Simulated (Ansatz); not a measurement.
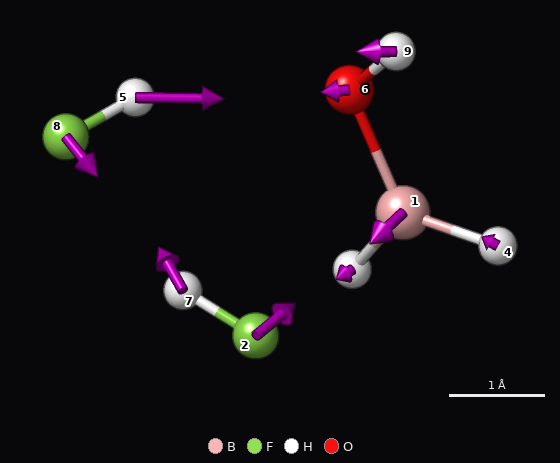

A relaxation of BH₅OF₂. The starting structure is drawn; purple arrows show the displacements, at their true length. The two geometries are superimposed by the best rigid fit.

Style: ball-and-stick. Shown at a tilt.

The run prepares an end point of a later path (reaction) calculation, from a guessed geometry.

Theory: RKS revPBE/6-31G* (Ansatz 0.2.0). Set-up: no spin polarisation; force threshold 0.03 eV/Å; at most 50 steps.

Atoms of which element are displaced furthest, and by how much?

Hydrogen: up to 0.95 Å, against 0.70 Å for fluorine.

Describe the change and its energy.

After 23 accepted moves (27 points after the start) the energy has fallen by 20.7 kcal/mol. Largest force component: 1.7 eV/Å at the start, 0.0078 eV/Å at the end. The line search rejected the trial steps at points 10, 18, 21, 25 of the run. The atom that moves furthest after the best rigid fit is an H atom (0.95 Å). Largest moves by element: H 0.95 Å, F 0.70 Å, B 0.58 Å, O 0.31 Å. Near-neighbour distances that change, for instance: B–F 2.707 → 1.452 Å, H–O 2.262 → 1.012 Å, F–H 2.172 → 0.981 Å, F–H 0.925 → 1.661 Å. New bonds form: B–F (2.71 → 1.45 Å), F–H (2.17 → 0.98 Å), H–O (2.26 → 1.01 Å). Bonds break: F–H (0.92 → 1.58 Å), F–H (0.93 → 1.66 Å). Bond angles that change, for instance: H–B–O 119.2° → 103.2°, H–B–O 115.1° → 102.5°, H–B–H 125.4° → 120.3°. Cost: 39 s on 1 thread of Intel(R) Xeon(R) Platinum 8488C (Sapphire Rapids), on a shared host, peak memory 0.15 GiB.
